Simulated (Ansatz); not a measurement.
Consider Ag$_{3}$Sb$_{2}$.

The calculation's input:

```
crystal:
  lattice:
    - [5.0402961728, -0.0537616304, 0.1521867077]
    - [-2.3853046779, 4.4756509484, 0.0811639624]
    - [-0.0521227221, -0.5380847007, 5.1982695271]
  atoms:
    - { symbol: Ag, position: [0.5876122893, 0.4017543476, 0.0006994626] }
    - { symbol: Ag, position: [0.0773336933, 0.9429220759, 0.6542643751] }
    - { symbol: Ag, position: [0.4272151591, 0.581456538, 0.5471009488] }
    - { symbol: Sb, position: [0.7493592854, 0.2349786024, 0.4702357127] }
    - { symbol: Sb, position: [0.2543332329, 0.727739166, 0.0728832809] }
basis:
  ecutwfc: 420
kpoints:
  mp_grid: { grid: [8, 8, 6] }
hamiltonian:
  xc: pbe
scf:
  occupations: { method: gaussian, width: 0.1 }
output:
  forces: true
  stress: true
  eigenvalues: true
  write_density: true
  write_potential: true
  elf: true
  volumetric_format: npy
relax:
  adjacent_minimum: "off"
  f_tol: 0.01
  max_steps: 80
  cell: { stress_tol: 0.05 }
```

Launched as:

```sh
ansatz run input.yaml --threads 4 --pin off --max-ram 10240MiB --backend cpu --events-out ev --progress --plain --runs-dir out
```

Below, planes, directions and counts refer to the conventional cell (a = 4.90 Å, b = 5.04 Å, c = 5.56 Å, α = 91.89°, β = 90.24°, γ = 118.99°).

The fields are those of the relaxed geometry.

Space group P-1; a generated structure, not necessarily the stable one; computed without spin polarisation.

All numbers below come from Ansatz, DFT PBE, scalar-relativistic, plane waves, PAW.

Question: What can the converged valence pseudo-density and electron localisation function tell about the bonding?

Answer: Ag–Sb (2.91 Å): ρ is about 0.27 e/Å³ halfway; the ELF is about 0.35 at the midpoint; no shared electron pair shows on this line.

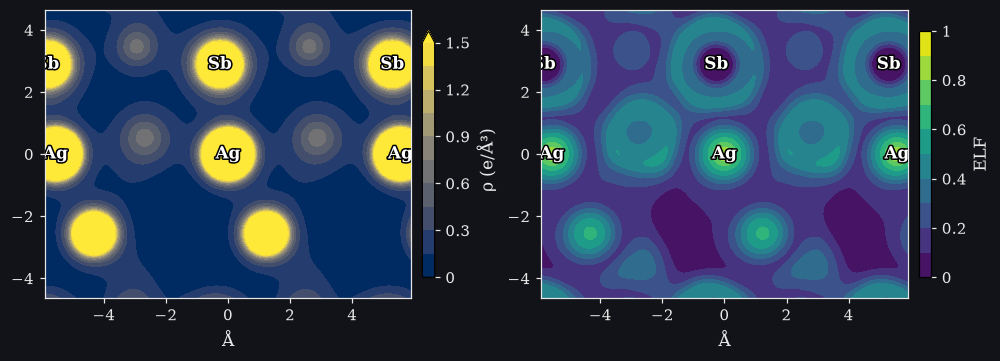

Computed valence pseudo-density and electron localisation function on the (110) plane of the conventional cell, in this order. Atoms just off the plane (Ag, 0.5 Å away and Sb, 0.9 Å away) can leave unmarked features too.

In a PAW calculation such maps are meaningful between the atoms, not at the nuclei.
